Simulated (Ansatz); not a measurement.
**AlH5OSi: one molecule under many settings**

How do the results and run time of AlH5OSi respond when the settings are drawn wide?

Program: Ansatz 0.2.0, Gaussian basis. Level of theory: the settings change from run to run. These are calculated values, not measurements.

### Step 1. The relaxed structure

The structure was relaxed beforehand with PBE0-D4 in a triple-zeta def2 set.

SMILES `[AlH2][O][SiH3]`, 8 atoms, charge 0, spin multiplicity 1.

Atoms are counted from 1 here; the program's logs count them from 0.

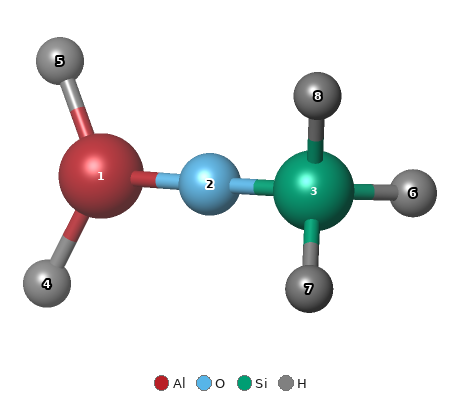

The structure; aluminium red, oxygen blue, silicon teal, hydrogen grey; atoms are numbered from 1 in the order of the file.

### Step 2. r2SCANh/def2-SVP

This run has a point charge of 1.00 e beside it, the search for lower states set to full.

The input, in.yaml:

```yaml
crystal:
  periodic: [false, false, false]
  atoms:
    - {symbol: Al, position_ang: [-0.997576, 1.071157, -1.153569]}
    - {symbol: O, position_ang: [-0.093269, 0.088195, -0.132139]}
    - {symbol: Si, position_ang: [0.785008, -0.836129, 0.872302]}
    - {symbol: H, position_ang: [-2.435748, 0.574765, -1.576372]}
    - {symbol: H, position_ang: [-0.355648, 2.432175, -1.632471]}
    - {symbol: H, position_ang: [1.629564, -1.775204, 0.087177]}
    - {symbol: H, position_ang: [-0.108431, -1.624249, 1.762763]}
    - {symbol: H, position_ang: [1.668201, 0.012288, 1.716509]}
basis:
  gaussian: {orbitals: def2-SVP, point_charges: [{charge: 1.00, position_ang: [5.006, -0.318, -0.597]}]}
hamiltonian: {xc: {name: r2SCANh}}
scf: {lower_state_search: full}
output: {forces: true}
```

Run with:

```bash
$ ansatz run in.yaml --threads 4 --pin off --events-out ev --progress --plain --max-ram 10444MiB
```

What it wrote, cut to the lines that bear on the results:

```text
Functional definition: r2SCANh
  name "r2SCANh"
  cite "Bursch, Neugebauer, Ehlert & Grimme, J. Chem. Phys. 156, 134105 (2022) doi:10.1063/5.0086040"
  cite "Furness, Kaplan, Ning, Perdew & Sun, J. Phys. Chem. Lett. 11, 8208 (2020) doi:10.1021/acs.jpclett.0c02405"
  cite "Furness, Kaplan, Ning, Perdew & Sun, J. Phys. Chem. Lett. 11, 9248 (2020) doi:10.1021/acs.jpclett.0c03077"
  parent r2scan
[...]
707 factors; integrals over basis functions are off by at most 1.2e-3 eV
[...]
mean field -16596.02809345 eV, -609.8927832424 hartree, gradient 2.5e-5 eV, S^2 0.000000; 0 other end points of the search recorded, 0 dependent functions left out
[...]
reference -16596.02810470 eV, -609.8927836557 hartree; 20, 20 occupied and 55, 55 virtual orbitals, 707 factors
Total energy: -16596.02810470 eV, -609.8927836557 hartree
Atom 0 at    -0.997576     1.071157    -1.153569 Å, force    -0.795874     0.506581    -0.506939 eV/Å
Atom 1 at    -0.093269     0.088195    -0.132139 Å, force     0.446542    -0.110363     0.029168 eV/Å
Atom 2 at     0.785008    -0.836129     0.872302 Å, force    -0.534078    -0.241603     0.482900 eV/Å
Atom 3 at    -2.435748     0.574765    -1.576372 Å, force     0.090274    -0.009063     0.023430 eV/Å
Atom 4 at    -0.355648     2.432175    -1.632471 Å, force     0.129499    -0.043861     0.021266 eV/Å
Atom 5 at     1.629564    -1.775204     0.087177 Å, force     0.316842    -0.078592    -0.118808 eV/Å
Atom 6 at    -0.108431    -1.624249     1.762763 Å, force     0.144253    -0.056449     0.015196 eV/Å
Atom 7 at     1.668201     0.012288     1.716509 Å, force     0.269484     0.050880     0.020220 eV/Å
Dipole moment:    -0.275275     0.057979    -0.010103 e Å
```

Wall time 0.75 s (4 threads of Intel Xeon 6975P-C, shared host).

Largest force 1.071 eV/Å, dipole 1.35 D.

### Step 3. BLYP/ANO-RCC-VTZP

This run has charge -1, multiplicity 2, atoms shaken by 0.15 Å, D3(BJ) with three-body dispersion, relativity set to none, the search for lower states set to full.

The input, in.yaml:

```yaml
crystal:
  periodic: [false, false, false]
  atoms:
    - {symbol: Al, position_ang: [-1.254836, 1.107675, -0.857479]}
    - {symbol: O, position_ang: [-0.055475, 0.124809, -0.292565]}
    - {symbol: Si, position_ang: [0.985694, -0.557494, 1.261402]}
    - {symbol: H, position_ang: [-2.474958, 0.618874, -1.605912]}
    - {symbol: H, position_ang: [-0.503954, 2.218470, -1.970539]}
    - {symbol: H, position_ang: [1.825847, -1.654099, 0.016075]}
    - {symbol: H, position_ang: [-0.219743, -1.696852, 1.783889]}
    - {symbol: H, position_ang: [1.609331, 0.242384, 1.585380]}
basis:
  gaussian: {orbitals: ANO-RCC-VTZP}
total_charge: -1
magnetization: {spin_polarized: true, initial_magnetization: 1}
hamiltonian: {xc: {name: BLYP}, dispersion: d3bjatm, pseudopotentials: {relativity: none}}
scf: {lower_state_search: full}
```

Launched as before.

What it wrote, cut to the lines that bear on the results:

```text
Functional definition: BLYP
  name "BLYP"
  cite "Becke, Phys. Rev. A 38, 3098 (1988) doi:10.1103/PhysRevA.38.3098"
  cite "Lee, Yang & Parr, Phys. Rev. B 37, 785 (1988) doi:10.1103/PhysRevB.37.785"
[...]
1215 factors; their error is unknown
[...]
mean field -16594.21421316 eV, -609.8261243711 hartree, gradient 2.5e-5 eV, S^2 0.752859; 13 other end points of the search recorded, 0 dependent functions left out
reference -16594.21461664 eV, -609.8261391989 hartree; 21, 20 occupied and 147, 148 virtual orbitals, 1215 factors
WARN: the results are in doubt because the basis set is contracted for relativity, which is off
Total energy: -16594.52936092 eV, -609.8377058378 hartree
In doubt: the basis set is contracted for relativity, which is off
```

It took 12 s on 4 threads of Intel Xeon 6975P-C, shared host; peak memory 0.57 GiB.

⟨S²⟩ 0.753. The log holds a warning on this run.

### Step 4. PBE-QIDH/aug-cc-pVTZ

Set apart from the defaults: finite nuclei.

The input, in.yaml:

```yaml
crystal:
  periodic: [false, false, false]
  atoms:
    - {symbol: Al, position_ang: [-0.997576, 1.071157, -1.153569]}
    - {symbol: O, position_ang: [-0.093269, 0.088195, -0.132139]}
    - {symbol: Si, position_ang: [0.785008, -0.836129, 0.872302]}
    - {symbol: H, position_ang: [-2.435748, 0.574765, -1.576372]}
    - {symbol: H, position_ang: [-0.355648, 2.432175, -1.632471]}
    - {symbol: H, position_ang: [1.629564, -1.775204, 0.087177]}
    - {symbol: H, position_ang: [-0.108431, -1.624249, 1.762763]}
    - {symbol: H, position_ang: [1.668201, 0.012288, 1.716509]}
basis:
  gaussian: {orbitals: aug-cc-pVTZ, nuclear_model: gaussian}
hamiltonian: {xc: {name: PBE-QIDH}}
```

Same command.

What it wrote, cut to the lines that bear on the results:

```text
Functional definition: PBE-QIDH
  name "PBE-QIDH"
  cite "Brémond, Sancho-García, Pérez-Jiménez & Adamo, J. Chem. Phys. 141, 031101 (2014) doi:10.1063/1.4890314"
  cite "Perdew, Burke & Ernzerhof, Phys. Rev. Lett. 77, 3865 (1996) doi:10.1103/PhysRevLett.77.3865"
[...]
1470 factors; integrals over basis functions are off by at most 1.1e-3 eV
[...]
mean field -16588.26596778 eV, -609.6075303852 hartree, gradient 1.0e-6 eV, S^2 0.000000; 0 other end points of the search recorded, 0 dependent functions left out
11 core orbitals not correlated: weight in the atoms' cores, before any rotation towards them, 1.000 or more for the frozen orbitals, at most 0.000 for the correlated occupied ones
reference -16588.26598645 eV, -609.6075310716 hartree; 9, 9 occupied and 241, 241 virtual orbitals, 1470 factors
second order -13.92220893 eV of doubles, -0.00000000 eV of singles
Total energy: -16592.90672276 eV, -609.7780749854 hartree
```

Wall time 3.2 s (4 threads of Intel Xeon 6975P-C, shared host); peak memory 0.76 GiB.

### Step 5. SVWN5/x2c-TZVPPall

This run has finite nuclei.

Changes to in.yaml since step 4:

```diff
@@ -12,3 +12,4 @@
 basis:
-  gaussian: {orbitals: aug-cc-pVTZ, nuclear_model: gaussian}
-hamiltonian: {xc: {name: PBE-QIDH}}
+  gaussian: {orbitals: x2c-TZVPPall, nuclear_model: gaussian}
+hamiltonian: {xc: {name: SVWN5}}
+output: {forces: true}
```

The command is unchanged.

What it wrote, cut to the lines that bear on the results:

```text
Functional definition: SVWN5
  name "SVWN5"
  cite "Dirac, Proc. Camb. Phil. Soc. 26, 376 (1930) doi:10.1017/S0305004100016108"
  cite "Slater, Phys. Rev. 81, 385 (1951) doi:10.1103/PhysRev.81.385"
  cite "Vosko, Wilk & Nusair, Can. J. Phys. 58, 1200 (1980) doi:10.1139/p80-159"
[...]
1015 factors; their error is unknown
[...]
mean field -16559.96213749 eV, -608.5673838073 hartree, gradient 3.7e-5 eV, S^2 0.000000; 0 other end points of the search recorded, 0 dependent functions left out
[...]
reference -16559.96218322 eV, -608.5673854878 hartree; 20, 20 occupied and 165, 165 virtual orbitals, 1015 factors
Total energy: -16559.96218322 eV, -608.5673854878 hartree
Relativity: scalar
Atom 0 at    -0.997576     1.071157    -1.153569 Å, force     0.075134    -0.082080     0.084113 eV/Å
Atom 1 at    -0.093269     0.088195    -0.132139 Å, force    -0.061113     0.067079    -0.079825 eV/Å
Atom 2 at     0.785008    -0.836129     0.872302 Å, force    -0.067517     0.070970    -0.065455 eV/Å
Atom 3 at    -2.435748     0.574765    -1.576372 Å, force    -0.073241    -0.053721    -0.004096 eV/Å
Atom 4 at    -0.355648     2.432175    -1.632471 Å, force     0.061283     0.066831    -0.007727 eV/Å
Atom 5 at     1.629564    -1.775204     0.087177 Å, force     0.072853    -0.081449    -0.082639 eV/Å
Atom 6 at    -0.108431    -1.624249     1.762763 Å, force    -0.089266    -0.072517     0.080145 eV/Å
Atom 7 at     1.668201     0.012288     1.716509 Å, force     0.081866     0.084887     0.075483 eV/Å
Dipole moment:    -0.043191     0.048178    -0.050151 e Å
```

Run time: 0.7 s. Hardware: 4 threads of Intel Xeon 6975P-C, shared host.

Largest force 0.140 eV/Å, dipole 0.39 D.

### Step 6. HF/cc-pVTZ

This run has multiplicity 3, high accuracy.

Changes to in.yaml since step 5:

```diff
@@ -12,4 +12,6 @@
 basis:
-  gaussian: {orbitals: x2c-TZVPPall, nuclear_model: gaussian}
-hamiltonian: {xc: {name: SVWN5}}
+  gaussian: {orbitals: cc-pVTZ}
+magnetization: {spin_polarized: true, initial_magnetization: 2}
+hamiltonian: {xc: {name: HF}}
+accuracy: high
 output: {forces: true}
```

Same command.

What it wrote, cut to the lines that bear on the results:

```text
Functional definition: HF
  name "HF"
  cite "Fock, Z. Phys. 61, 126 (1930) doi:10.1007/BF01340294"
  parent pbe
[...]
2892 factors; integrals over basis functions are off by at most 3.1e-9 eV
[...]
mean field -16559.77220880 eV, -608.5604040568 hartree, gradient 5.5e-8 eV, S^2 2.006644; 4 other end points of the search recorded, 0 dependent functions left out
[...]
reference -16559.77220880 eV, -608.5604040568 hartree; 21, 19 occupied and 147, 149 virtual orbitals, 2892 factors
Total energy: -16559.77220880 eV, -608.5604040568 hartree
Atom 0 at    -0.997576     1.071157    -1.153569 Å, force    -1.348596    -3.195409     1.225484 eV/Å
Atom 1 at    -0.093269     0.088195    -0.132139 Å, force     0.599606     0.081043     0.293499 eV/Å
Atom 2 at     0.785008    -0.836129     0.872302 Å, force    -0.162022     0.182155    -0.235014 eV/Å
Atom 3 at    -2.435748     0.574765    -1.576372 Å, force     0.093808     0.686522    -0.363256 eV/Å
Atom 4 at    -0.355648     2.432175    -1.632471 Å, force     0.871553     2.141420    -0.832709 eV/Å
Atom 5 at     1.629564    -1.775204     0.087177 Å, force    -0.068032     0.091351     0.103213 eV/Å
Atom 6 at    -0.108431    -1.624249     1.762763 Å, force     0.091287     0.096079    -0.107210 eV/Å
Atom 7 at     1.668201     0.012288     1.716509 Å, force    -0.077603    -0.083161    -0.084006 eV/Å
Dipole moment:     0.156798     0.425049    -0.169598 e Å
```

Wall time 15 s (4 threads of Intel Xeon 6975P-C, shared host); peak memory 0.81 GiB.

Largest force 3.678 eV/Å, dipole 2.32 D, ⟨S²⟩ 2.007.

### Step 7. wPBEh/6-31G

Set apart from the defaults: the search for lower states set to light.

Changes to in.yaml since step 6:

```diff
@@ -12,6 +12,5 @@
 basis:
-  gaussian: {orbitals: cc-pVTZ}
-magnetization: {spin_polarized: true, initial_magnetization: 2}
-hamiltonian: {xc: {name: HF}}
-accuracy: high
+  gaussian: {orbitals: 6-31G}
+hamiltonian: {xc: {name: wPBEh}}
+scf: {lower_state_search: light}
 output: {forces: true}
```

Launched as before.

What it wrote, cut to the lines that bear on the results:

```text
Functional definition: wPBEh
  name "wPBEh"
  cite "Heyd, Scuseria & Ernzerhof, J. Chem. Phys. 118, 8207 (2003) doi:10.1063/1.1564060"
  cite "Krukau, Vydrov, Izmaylov & Scuseria, J. Chem. Phys. 125, 224106 (2006) doi:10.1063/1.2404663"
  cite "Heyd & Scuseria, J. Chem. Phys. 120, 7274 (2004) doi:10.1063/1.1668634"
  cite "Ernzerhof & Perdew, J. Chem. Phys. 109, 3313 (1998) doi:10.1063/1.476928"
  cite "Perdew, Burke & Ernzerhof, Phys. Rev. Lett. 77, 3865 (1996) doi:10.1103/PhysRevLett.77.3865"
  parent pbe
[...]
514 factors; integrals over basis functions are off by at most 1.5e-4 eV
105 factors; integrals over basis functions are off by at most 6.7e-7 eV
[...]
mean field -16593.61404770 eV, -609.8040686974 hartree, gradient 2.7e-5 eV, S^2 0.000000; 0 other end points of the search recorded, 0 dependent functions left out
[...]
reference -16593.61409415 eV, -609.8040704045 hartree; 20, 20 occupied and 25, 25 virtual orbitals, 514 factors
Total energy: -16593.61409415 eV, -609.8040704045 hartree
Atom 0 at    -0.997576     1.071157    -1.153569 Å, force    -0.243353     0.252202    -0.279078 eV/Å
Atom 1 at    -0.093269     0.088195    -0.132139 Å, force    -0.892969     0.944682    -1.028572 eV/Å
Atom 2 at     0.785008    -0.836129     0.872302 Å, force     1.040587    -1.108107     1.185155 eV/Å
Atom 3 at    -2.435748     0.574765    -1.576372 Å, force    -0.320001    -0.082449    -0.108488 eV/Å
Atom 4 at    -0.355648     2.432175    -1.632471 Å, force     0.115981     0.306311    -0.119600 eV/Å
Atom 5 at     1.629564    -1.775204     0.087177 Å, force     0.228870    -0.251982    -0.141031 eV/Å
Atom 6 at    -0.108431    -1.624249     1.762763 Å, force    -0.170256    -0.220291     0.251309 eV/Å
Atom 7 at     1.668201     0.012288     1.716509 Å, force     0.241140     0.159635     0.240304 eV/Å
Dipole moment:    -0.000512     0.006350    -0.002340 e Å
```

Run time: 0.45 s. Hardware: 4 threads of Intel Xeon 6975P-C, shared host.

Largest force 1.928 eV/Å, dipole 0.03 D.

### Step 8. wB97X-V/def2-TZVP

Options: charge -1, multiplicity 2, restricted open-shell orbitals, high accuracy.

Changes to in.yaml since step 7:

```diff
@@ -12,5 +12,7 @@
 basis:
-  gaussian: {orbitals: 6-31G}
-hamiltonian: {xc: {name: wPBEh}}
-scf: {lower_state_search: light}
+  gaussian: {orbitals: def2-TZVP}
+total_charge: -1
+magnetization: {spin_polarized: false, initial_magnetization: 1}
+hamiltonian: {xc: {name: wB97X-V}}
+accuracy: high
 output: {forces: true}
```

The command is unchanged.

What it wrote, cut to the lines that bear on the results:

```text
Functional definition: wB97X-V
  name "wB97X-V"
  cite "Mardirossian & Head-Gordon, Phys. Chem. Chem. Phys. 16, 9904 (2014) doi:10.1039/C3CP54374A"
  cite "Becke, J. Chem. Phys. 107, 8554 (1997) doi:10.1063/1.475007"
  cite "Vydrov & Van Voorhis, J. Chem. Phys. 133, 244103 (2010) doi:10.1063/1.3521275"
[...]
      + integral(e_c_pw_opposite_spin*poly(b97_u_opposite, cos0, cos1)) + vv10(b, c)
2431 factors; integrals over basis functions are off by at most 3.4e-9 eV
451 factors; integrals over basis functions are off by at most 2.0e-9 eV
[...]
mean field -16602.91121690 eV, -610.1457333637 hartree, gradient 4.5e-8 eV, S^2 0.750000; 2 other end points of the search recorded, 0 dependent functions left out
[...]
reference -16602.91121684 eV, -610.1457333613 hartree; 21, 20 occupied and 114, 115 virtual orbitals, 2431 factors
Total energy: -16602.91121684 eV, -610.1457333613 hartree
Atom 0 at    -0.997576     1.071157    -1.153569 Å, force    -0.989891     1.075917    -1.133882 eV/Å
Atom 1 at    -0.093269     0.088195    -0.132139 Å, force     1.730236    -1.860126     1.997612 eV/Å
Atom 2 at     0.785008    -0.836129     0.872302 Å, force    -1.076755     1.138745    -1.239703 eV/Å
Atom 3 at    -2.435748     0.574765    -1.576372 Å, force    -0.273202    -0.152877    -0.043010 eV/Å
Atom 4 at    -0.355648     2.432175    -1.632471 Å, force     0.181538     0.252588    -0.055193 eV/Å
Atom 5 at     1.629564    -1.775204     0.087177 Å, force     0.175289    -0.187598     0.114418 eV/Å
Atom 6 at    -0.108431    -1.624249     1.762763 Å, force     0.085979    -0.170092     0.180755 eV/Å
Atom 7 at     1.668201     0.012288     1.716509 Å, force     0.166805    -0.096558     0.179003 eV/Å
Dipole moment:     0.830270    -0.891008     0.949831 e Å
```

Run time: 18 s. Hardware: 4 threads of Intel Xeon 6975P-C, shared host; peak memory 1 GiB.

Largest force 3.232 eV/Å.

### Step 9. PBE0/def2-TZVPD

Options: D3(BJ) dispersion, the search for lower states set to light.

Changes to in.yaml since step 8:

```diff
@@ -12,7 +12,5 @@
 basis:
-  gaussian: {orbitals: def2-TZVP}
-total_charge: -1
-magnetization: {spin_polarized: false, initial_magnetization: 1}
-hamiltonian: {xc: {name: wB97X-V}}
-accuracy: high
+  gaussian: {orbitals: def2-TZVPD}
+hamiltonian: {xc: {name: PBE0}, dispersion: d3bj}
+scf: {lower_state_search: light}
 output: {forces: true}
```

Same command.

What it wrote, cut to the lines that bear on the results:

```text
Functional definition: PBE0
  name "PBE0"
  cite "Adamo & Barone, J. Chem. Phys. 110, 6158 (1999) doi:10.1063/1.478522"
  cite "Perdew, Burke & Ernzerhof, Phys. Rev. Lett. 77, 3865 (1996) doi:10.1103/PhysRevLett.77.3865"
  parent pbe
[...]
1029 factors; their error is unknown
[...]
mean field -16597.63237688 eV, -609.9517395712 hartree, gradient 2.1e-5 eV, S^2 0.000000; 0 other end points of the search recorded, 0 dependent functions left out
[...]
reference -16597.63241501 eV, -609.9517409722 hartree; 20, 20 occupied and 151, 151 virtual orbitals, 1029 factors
Total energy: -16597.74344505 eV, -609.9558212512 hartree
Atom 0 at    -0.997576     1.071157    -1.153569 Å, force     0.001184    -0.001871    -0.001824 eV/Å
Atom 1 at    -0.093269     0.088195    -0.132139 Å, force     0.001529    -0.000702     0.001945 eV/Å
Atom 2 at     0.785008    -0.836129     0.872302 Å, force    -0.000896     0.000182     0.000590 eV/Å
Atom 3 at    -2.435748     0.574765    -1.576372 Å, force    -0.002608    -0.000339    -0.000004 eV/Å
Atom 4 at    -0.355648     2.432175    -1.632471 Å, force     0.000634     0.002628     0.000033 eV/Å
Atom 5 at     1.629564    -1.775204     0.087177 Å, force    -0.000100     0.000223    -0.000226 eV/Å
Atom 6 at    -0.108431    -1.624249     1.762763 Å, force    -0.000179    -0.000304    -0.000156 eV/Å
Atom 7 at     1.668201     0.012288     1.716509 Å, force     0.000437     0.000183    -0.000357 eV/Å
Dipole moment:    -0.051899     0.057492    -0.058884 e Å
```

Wall time 1.1 s (4 threads of Intel Xeon 6975P-C, shared host).

Largest force 0.003 eV/Å, dipole 0.47 D.

### Step 10. PBE-QIDH/6-31G

This run has finite nuclei, relativity set to scalar.

Changes to in.yaml since step 9:

```diff
@@ -12,5 +12,3 @@
 basis:
-  gaussian: {orbitals: def2-TZVPD}
-hamiltonian: {xc: {name: PBE0}, dispersion: d3bj}
-scf: {lower_state_search: light}
-output: {forces: true}
+  gaussian: {orbitals: 6-31G, nuclear_model: gaussian}
+hamiltonian: {xc: {name: PBE-QIDH}, pseudopotentials: {relativity: scalar}}
```

Same command.

What it wrote, cut to the lines that bear on the results:

```text
Functional definition: PBE-QIDH
  name "PBE-QIDH"
  cite "Brémond, Sancho-García, Pérez-Jiménez & Adamo, J. Chem. Phys. 141, 031101 (2014) doi:10.1063/1.4890314"
  cite "Perdew, Burke & Ernzerhof, Phys. Rev. Lett. 77, 3865 (1996) doi:10.1103/PhysRevLett.77.3865"
[...]
517 factors; integrals over basis functions are off by at most 1.4e-4 eV
[...]
mean field -16609.86891916 eV, -610.4014242057 hartree, gradient 3.2e-6 eV, S^2 0.000000; 0 other end points of the search recorded, 0 dependent functions left out
11 core orbitals not correlated: weight in the atoms' cores, before any rotation towards them, 1.000 or more for the frozen orbitals, at most 0.000 for the correlated occupied ones
reference -16609.86893290 eV, -610.4014247105 hartree; 9, 9 occupied and 25, 25 virtual orbitals, 517 factors
second order -6.66145654 eV of doubles, -0.00000000 eV of singles
Total energy: -16612.08941841 eV, -610.4830260481 hartree
Relativity: scalar
```

It took 0.35 s on 4 threads of Intel Xeon 6975P-C, shared host.

### Step 11. The runs in one table

```csv
level,charge,multiplicity,geometry,functions,energy (eV),time
r2SCANh/def2-SVP,0,1,"relaxed, point charge",75,-16596.028,0.75 s
BLYP/ANO-RCC-VTZP,-1,2,shaken,168,-16594.529,12 s
PBE-QIDH/aug-cc-pVTZ,0,1,relaxed,261,-16592.907,3.2 s
SVWN5/x2c-TZVPPall,0,1,relaxed,185,-16559.962,0.7 s
HF/cc-pVTZ,0,3,relaxed,168,-16559.772,15 s
wPBEh/6-31G,0,1,relaxed,45,-16593.614,0.45 s
wB97X-V/def2-TZVP,-1,2,relaxed,135,-16602.911,18 s
PBE0/def2-TZVPD,0,1,relaxed,171,-16597.743,1.1 s
PBE-QIDH/6-31G,0,1,relaxed,45,-16612.089,0.35 s
```

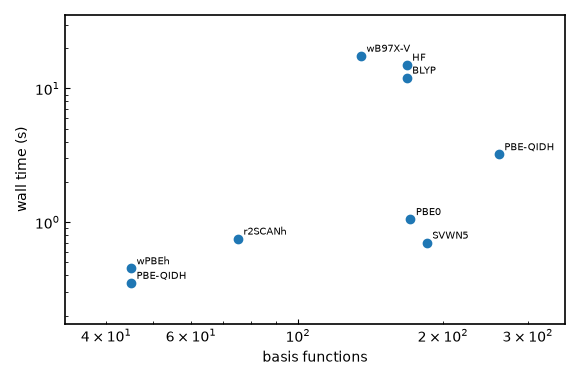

Wall time against the number of basis functions (shared host).

### Step 12. Summary of results

```
                                         quantity                    value
                                             runs                        9
                                         quickest   PBE-QIDH/6-31G, 0.35 s
                                          slowest  wB97X-V/def2-TZVP, 18 s
spread of total energies, same state and geometry                  52.1 eV
                  dipole, same state and geometry           0.03 to 0.47 D
```

**Reading.** Run time spans a factor of 50, from PBE-QIDH/6-31G to wB97X-V/def2-TZVP. The jobs differ in tasks and options as well as level. The totals spread over 52 eV; they can't be compared across methods or bases. Some of these runs are scalar-relativistic and others not, which shifts the totals of all-electron atoms past neon by eV; core potentials, where a basis has them, take the core out of the total altogether. At the PBE0-D4/def2-TZVP geometry and in the same state, runs without warnings or point charges leave forces up to 1.93 eV/Å (wPBEh/6-31G).
